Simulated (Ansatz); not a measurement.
**SiPO+ (singlet): wave-function methods side by side, cc-pVDZ**

Aim: climb from Hartree-Fock through coupled cluster for SiPO+ (singlet) at one geometry and basis, and see what each rung misses.

Method: cc-pVDZ, core rule «outside noble gas», up to 11 orbitals frozen; program: Ansatz 0.2.0, Gaussian basis.

Plan: UHF; CCSD(T) on RHF; CCSD(T) on UHF; BCCD(T) on RHF; CISD; CCSDT(Q) on RHF; CCSDT(Q) on UHF.

34 further runs of the same task are left out: 8 for a known fault of the program, 13 that didn't finish, 13 set aside as unsound or not needed. Runs told in other sessions of the task aren't counted.

### 1 What is computed

The geometry is a PBE0/def2-TZVP stationary point (not a proven minimum) of the parent state, kept for this charge and spin.

3 atoms, charge 1, spin multiplicity 1.

Atoms are counted from 1 here; the program's logs count them from 0.

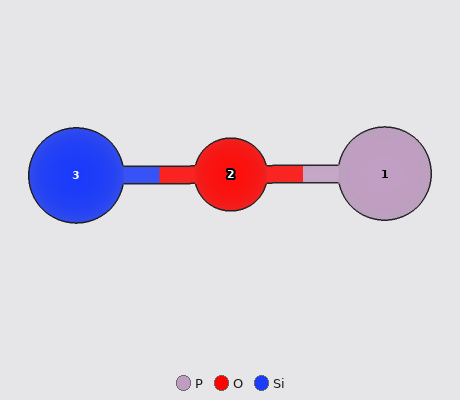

The geometry (phosphorus pink, oxygen red, silicon blue); atoms are numbered from 1 in the order of the file.

In the tables R marks a restricted determinant and U an unrestricted one; energies count from the table's Hartree-Fock row.

### 2 UHF

in.yaml

```yaml
crystal:
  periodic: [false, false, false]
  atoms:
    - {symbol: P, position_ang: [0.000000, 0.000000, -1.622100]}
    - {symbol: O, position_ang: [0.000000, 0.000000, -0.002600]}
    - {symbol: Si, position_ang: [0.000000, 0.000000, 1.624700]}
basis:
  gaussian: {orbitals: cc-pVDZ}
total_charge: 1
magnetization: {spin_polarized: true, initial_magnetization: 0}
hamiltonian: {xc: hf}
output: {orbitals: {seedname: orbitals}}
```

Started as:

```console
> ansatz run in.yaml --threads 1 --pin off --events-out ev --progress --plain --max-ram 2393MiB
```

The program printed:

```text
Functional definition: HF
  name "HF"
  cite "Fock, Z. Phys. 61, 126 (1930) doi:10.1007/BF01340294"
  parent pbe
  exchange = exact_x
  correlation = 0
506 factors; integrals over basis functions are off by at most 6.8e-4 eV
mean field evaluation 1: about -19154.9872 eV, gradient 4.2e1 eV
mean field evaluation 2: about -19154.9924 eV, gradient 4.2e1 eV
mean field evaluation 4: about -19162.0810 eV, gradient 2.3e0 eV
mean field evaluation 8: about -19162.1278 eV, gradient 1.4e-4 eV
mean field evaluation 16: about -19163.5800 eV, gradient 3.6e-2 eV
mean field evaluation 32: about -19162.7373 eV, gradient 3.7e0 eV
mean field evaluation 64: about -19156.9534 eV, gradient 4.2e1 eV
mean field evaluation 96: about -19160.0940 eV, gradient 4.3e0 eV
mean field evaluation 128: about -19162.1633 eV, gradient 7.5e-1 eV
mean field -19163.57968403 eV, -704.2485638471 hartree, gradient 2.1e-5 eV, S^2 1.030077; 3 other end points of the search recorded, 0 dependent functions left out
reference -19163.57968403 eV, -704.2485638471 hartree; 18, 18 occupied and 32, 32 virtual orbitals, 506 factors
Total energy: -19163.57968403 eV, -704.2485638471 hartree
```

Run time: 1.7 s. Hardware: 1 thread of Arm Neoverse V1, shared host.

From the report: ⟨S²⟩ of the determinant 1.030 (pure singlet: 0.00). The determinant of HF (⟨S²⟩ 1.03) is far from a pure spin state, so its energy mixes those of several spin states; that is harmless only where they are near-degenerate.

The unrestricted solution breaks the spin symmetry, so the restricted determinant is unstable here.

### 3 CCSD(T) on RHF

Edit in.yaml of step 2 so:

```diff
@@ -9,4 +9,3 @@
 total_charge: 1
-magnetization: {spin_polarized: true, initial_magnetization: 0}
-hamiltonian: {xc: hf}
-output: {orbitals: {seedname: orbitals}}
+magnetization: {spin_polarized: false}
+correlation: {method: ccsd_t, electrons: outside_noble_gas}
```

The command is unchanged.

The program printed (excerpt; [...] marks lines left out):

```text
Functional definition: HF
  name "HF"
  cite "Fock, Z. Phys. 61, 126 (1930) doi:10.1007/BF01340294"
  parent pbe
[...]
506 factors; integrals over basis functions are off by at most 6.8e-4 eV
[...]
mean field -19162.12777995 eV, -704.1952073564 hartree, gradient 1.2e-6 eV, S^2 0.000000; 3 other end points of the search recorded, 0 dependent functions left out; unrestricted orbitals would lower it
[...]
unrestricted determinant -19163.57968403 eV, -704.2485638471 hartree, S^2 1.0301
11 core orbitals not correlated: weight in the atoms' cores, before any rotation towards them, 1.000 or more for the frozen orbitals, at most 0.000 for the correlated occupied ones
reference -19162.12777995 eV, -704.1952073564 hartree; 7, 7 occupied and 32, 32 virtual orbitals, 506 factors
second order -9.10630598 eV of doubles, -0.00000000 eV of singles
cycle   1  -9.32739195 eV  change   -2.2e-1 eV  update   1.5e-1
[...]
cycle  15  -10.02973137 eV  change   -3.1e-6 eV  update   1.6e-5
perturbative correction -0.45173986 eV, -0.0166011338 hartree
Total energy: -19172.60925118 eV, -704.5803943196 hartree
```

It took 1.7 s on 1 thread of Arm Neoverse V1, shared host.

From the report: correlation -10.4815 eV; T1 0.045; largest double amplitude 0.11.

### 4 CCSD(T) on UHF

Edit in.yaml of step 3 so:

```diff
@@ -9,3 +9,3 @@
 total_charge: 1
-magnetization: {spin_polarized: false}
+magnetization: {spin_polarized: true, initial_magnetization: 0}
 correlation: {method: ccsd_t, electrons: outside_noble_gas}
```

Same command.

The program printed (excerpt; [...] marks lines left out):

```text
Functional definition: HF
  name "HF"
  cite "Fock, Z. Phys. 61, 126 (1930) doi:10.1007/BF01340294"
  parent pbe
[...]
506 factors; integrals over basis functions are off by at most 6.8e-4 eV
[...]
mean field -19163.57968403 eV, -704.2485638471 hartree, gradient 1.0e-6 eV, S^2 1.030077; 12 other end points of the search recorded, 0 dependent functions left out
determinant -19163.57968403 eV, -704.2485638471 hartree, with singles and doubles -19172.95927902 eV, -704.5932576055 hartree
determinant -19162.12777995 eV, -704.1952073564 hartree, with singles and doubles -19172.13521392 eV, -704.5629737714 hartree
11 core orbitals not correlated: weight in the atoms' cores, before any rotation towards them, 1.000 or more for the frozen orbitals, at most 0.000 for the correlated occupied ones
reference -19163.57968403 eV, -704.2485638471 hartree; 7, 7 occupied and 32, 32 virtual orbitals, 506 factors
second order -8.50946747 eV of doubles, -0.00000000 eV of singles
cycle   1  -9.38472977 eV  change   -5.1e-3 eV  update   7.7e-3
[...]
cycle  12  -9.41073057 eV  change    7.0e-7 eV  update   3.2e-6
perturbative correction -0.41004008 eV, -0.0150686951 hartree
WARN: the results are in doubt because among natural orbitals the method converges to other amplitudes
Total energy: -19173.40045468 eV, -704.6094705120 hartree
In doubt: among natural orbitals the method converges to other amplitudes
```

Run time: 13 s. Hardware: 1 thread of Arm Neoverse V1, shared host.

From the report: ⟨S²⟩ of the determinant 1.030 (pure singlet: 0.00); correlation -9.8208 eV; T1 0.038; largest double amplitude 0.17. The determinant of CCSD(T) (⟨S²⟩ 1.03) is far from a pure spin state, so its energy mixes those of several spin states; high orders of coupled cluster remove much of that, low ones don't. Mind the lines of doubt at the end of the log.

### 5 BCCD(T) on RHF

Edit in.yaml of step 4 so:

```diff
@@ -9,3 +9,3 @@
 total_charge: 1
-magnetization: {spin_polarized: true, initial_magnetization: 0}
-correlation: {method: ccsd_t, electrons: outside_noble_gas}
+magnetization: {spin_polarized: false}
+correlation: {method: bccd_t, electrons: outside_noble_gas}
```

Same command.

The program printed (excerpt; [...] marks lines left out):

```text
Functional definition: HF
  name "HF"
  cite "Fock, Z. Phys. 61, 126 (1930) doi:10.1007/BF01340294"
  parent pbe
[...]
506 factors; integrals over basis functions are off by at most 6.8e-4 eV
[...]
mean field -19162.12777995 eV, -704.1952073564 hartree, gradient 1.2e-6 eV, S^2 0.000000; 3 other end points of the search recorded, 0 dependent functions left out; unrestricted orbitals would lower it
[...]
unrestricted determinant -19163.57968403 eV, -704.2485638471 hartree, S^2 1.0301
11 core orbitals not correlated: weight in the atoms' cores, before any rotation towards them, 1.000 or more for the frozen orbitals, at most 0.000 for the correlated occupied ones
reference -19162.12777995 eV, -704.1952073564 hartree; 7, 7 occupied and 32, 32 virtual orbitals, 506 factors
second order -9.10630598 eV of doubles, -0.00000000 eV of singles
cycle   1  -9.33111063 eV  change   -2.2e-1 eV  update   1.5e-1
[...]
cycle  16  -9.97871608 eV  change    1.7e-5 eV  update   1.5e-5
perturbative correction -0.49874054 eV, -0.0183283766 hartree
Total energy: -19172.60523657 eV, -704.5802467853 hartree
```

Run time: 1.8 s. Hardware: 1 thread of Arm Neoverse V1, shared host.

From the report: correlation -10.4775 eV; largest double amplitude 0.16.

### 6 CISD

Edit in.yaml of step 5 so:

```diff
@@ -9,3 +9,2 @@
 total_charge: 1
-magnetization: {spin_polarized: false}
-correlation: {method: bccd_t, electrons: outside_noble_gas}
+correlation: {active_space: {ras: {orbitals: [7, 0, 32], electrons: 14, max_holes: 2, max_particles: 2}, fixed_orbitals: true}}
```

The command is unchanged.

The program printed:

```text
Functional definition: HF
  name "HF"
  cite "Fock, Z. Phys. 61, 126 (1930) doi:10.1007/BF01340294"
  parent pbe
  exchange = exact_x
  correlation = 0
506 factors; integrals over basis functions are off by at most 6.8e-4 eV
mean field evaluation 1: about -19154.7683 eV, gradient 6.0e1 eV
mean field evaluation 2: about -19155.0015 eV, gradient 6.0e1 eV
mean field evaluation 4: about -19162.0222 eV, gradient 3.2e0 eV
mean field evaluation 8: about -19162.1275 eV, gradient 2.5e-1 eV
mean field evaluation 16: about -19162.1278 eV, gradient 1.2e-6 eV
mean field evaluation 32: about -19162.0673 eV, gradient 2.5e0 eV
mean field evaluation 64: about -19161.8567 eV, gradient 5.8e-1 eV
mean field -19162.12777995 eV, -704.1952073564 hartree, gradient 1.2e-6 eV, S^2 0.000000; 3 other end points of the search recorded, 0 dependent functions left out
reference -19162.12777995 eV, -704.1952073564 hartree; 18, 18 occupied and 32, 32 virtual orbitals, 506 factors
state -19170.92054547 eV, -704.5183355293 hartree
Total energy: -19170.92054547 eV, -704.5183355293 hartree
```

Run time: 1.8 s. Hardware: 1 thread of Arm Neoverse V1, shared host.

From the report: 19,061 determinants.

### 7 CCSDT(Q) on RHF

Edit in.yaml of step 6 so:

```diff
@@ -9,2 +9,3 @@
 total_charge: 1
-correlation: {active_space: {ras: {orbitals: [7, 0, 32], electrons: 14, max_holes: 2, max_particles: 2}, fixed_orbitals: true}}
+magnetization: {spin_polarized: false}
+correlation: {method: ccsdt_q, electrons: outside_noble_gas}
```

Launched as before.

The program printed (excerpt; [...] marks lines left out):

```text
Functional definition: HF
  name "HF"
  cite "Fock, Z. Phys. 61, 126 (1930) doi:10.1007/BF01340294"
  parent pbe
[...]
898 factors; integrals over basis functions are off by at most 1.9e-7 eV
[...]
mean field -19162.12788773 eV, -704.1952113173 hartree, gradient 1.2e-6 eV, S^2 0.000000; 3 other end points of the search recorded, 0 dependent functions left out; unrestricted orbitals would lower it
unrestricted determinant -19163.57980482 eV, -704.2485682862 hartree, S^2 1.0301
11 core orbitals not correlated: weight in the atoms' cores, before any rotation towards them, 1.000 or more for the frozen orbitals, at most 0.000 for the correlated occupied ones
reference -19162.12788773 eV, -704.1952113173 hartree; 7, 7 occupied and 32, 32 virtual orbitals, 898 factors
second order -9.10635453 eV of doubles, -0.00000000 eV of singles
cycle   1  -9.32742842 eV  change   -2.2e-1 eV  update   1.6e-1
[...]
cycle  32  -10.62698965 eV  change    1.1e-7 eV  update   1.5e-7
perturbative correction -0.13718048 eV, -0.0050412898 hartree
Total energy: -19172.89205786 eV, -704.5907872734 hartree
```

It took 17 s on 1 thread of Arm Neoverse V1, shared host; peak memory 0.26 GiB.

From the report: correlation -10.7642 eV; T1 0.048; largest double amplitude 0.44.

### 8 CCSDT(Q) on UHF

Edit in.yaml of step 7 so:

```diff
@@ -9,3 +9,3 @@
 total_charge: 1
-magnetization: {spin_polarized: false}
+magnetization: {spin_polarized: true, initial_magnetization: 0}
 correlation: {method: ccsdt_q, electrons: outside_noble_gas}
```

The command is unchanged.

The program printed (excerpt; [...] marks lines left out):

```text
Functional definition: HF
  name "HF"
  cite "Fock, Z. Phys. 61, 126 (1930) doi:10.1007/BF01340294"
  parent pbe
[...]
898 factors; integrals over basis functions are off by at most 1.9e-7 eV
[...]
mean field -19163.57980482 eV, -704.2485682862 hartree, gradient 7.5e-7 eV, S^2 1.030078; 12 other end points of the search recorded, 0 dependent functions left out
determinant -19163.57980482 eV, -704.2485682862 hartree, with singles and doubles -19172.95942371 eV, -704.5932629228 hartree
determinant -19162.12788773 eV, -704.1952113173 hartree, with singles and doubles -19172.13535619 eV, -704.5629789999 hartree
11 core orbitals not correlated: weight in the atoms' cores, before any rotation towards them, 1.000 or more for the frozen orbitals, at most 0.000 for the correlated occupied ones
reference -19163.57980482 eV, -704.2485682862 hartree; 7, 7 occupied and 32, 32 virtual orbitals, 898 factors
second order -8.50949602 eV of doubles, -0.00000000 eV of singles
cycle   1  -8.72310300 eV  change   -2.1e-1 eV  update   1.4e-1
[...]
cycle  27  -10.08565699 eV  change    7.9e-7 eV  update   9.6e-7
perturbative correction -0.13030152 eV, -0.0047884924 hartree
WARN: the results are in doubt because among natural orbitals full CI differs from the method by +1.178 eV
Total energy: -19173.79576332 eV, -704.6239978366 hartree
In doubt: among natural orbitals full CI differs from the method by +1.178 eV
```

Run time: 64 s. Hardware: 1 thread of Arm Neoverse V1, shared host; peak memory 0.52 GiB.

From the report: ⟨S²⟩ of the determinant 1.030 (pure singlet: 0.00); correlation -10.2160 eV; T1 0.037; largest double amplitude 0.58. The determinant of CCSDT(Q) (⟨S²⟩ 1.03) is far from a pure spin state, so its energy mixes those of several spin states; high orders of coupled cluster remove much of that, low ones don't. Mind the lines of doubt at the end of the log.

### 9 All levels against the top one

No level here is safe as a reference; RCCSDT(Q) serves as a yardstick only. Rows without a time are mean-field rows or come out of runs for another level: lower rungs of the coupled-cluster runs, or the Hartree-Fock search.

```
   method  energy from the lowest RHF (kcal/mol)  from RCCSDT(Q) (kcal/mol)   time
      RHF                                   0.00                    +248.23       
      UHF                                 -33.48                    +214.75       
     RMP2                                -210.00                     +38.23       
     UMP2                                -229.71                     +18.52       
     CISD                                -202.77                     +45.46  1.8 s
    RCCSD                                -231.29                     +16.94       
    UCCSD                                -250.50                      -2.27       
 RCCSD(T)                                -241.71                      +6.52  1.7 s
 UCCSD(T)                                -259.95                     -11.72   13 s
  BCCD(T)                                -241.62                      +6.61  1.8 s
   RCCSDT                                -245.07                      +3.16       
   UCCSDT                                -266.07                     -17.84       
RCCSDT(Q)                                -248.23                          0   17 s
UCCSDT(Q)                                -269.07                     -20.84   64 s
```

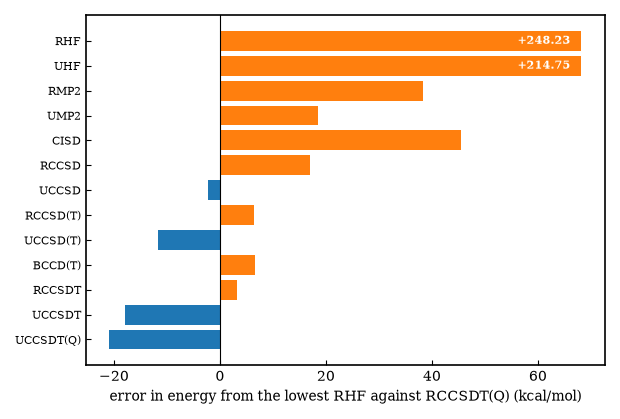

How far each level lands from RCCSDT(Q). Bars with a number in them are cut short.

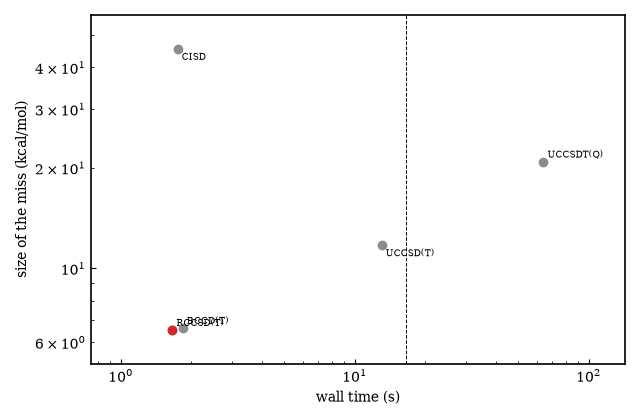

Miss against cost. Red marks the levels that no quicker level drawn beats (of those quicker than the yardstick), and the dashed line is the time of RCCSDT(Q). Times are from a shared host.

The program flags UCCSD(T), UCCSDT(Q) as in doubt (see the logs), so read those rows with care; the flags are large difference, other amplitudes.

### 10 What came out

```
                     quantity            value
RCCSDT(Q) from the RHF energy      -10.7643 eV
          RMP2 from RCCSDT(Q)  +38.23 kcal/mol
          UMP2 from RCCSDT(Q)  +18.52 kcal/mol
         RCCSD from RCCSDT(Q)  +16.94 kcal/mol
      RCCSD(T) from RCCSDT(Q)   +6.52 kcal/mol
      UCCSD(T) from RCCSDT(Q)  -11.72 kcal/mol
     UCCSDT(Q) from RCCSDT(Q)  -20.84 kcal/mol
                T1 diagnostic            0.045
```

In words: RCCSD(T) misses by +6.52 kcal/mol, 2.6 % of the correlation energy. CCSD(T) misses by +6.52 kcal/mol on the restricted determinant and by -11.72 kcal/mol on the unrestricted one; the two need not hold the same state or core. Warnings: restricted reference is unstable; spin contamination; large T1 diagnostic.

The restricted and unrestricted ladders end 0.90 eV apart at CCSDT(Q), which points to two states or an unsound top rung; rows of one don't measure the error of the other.
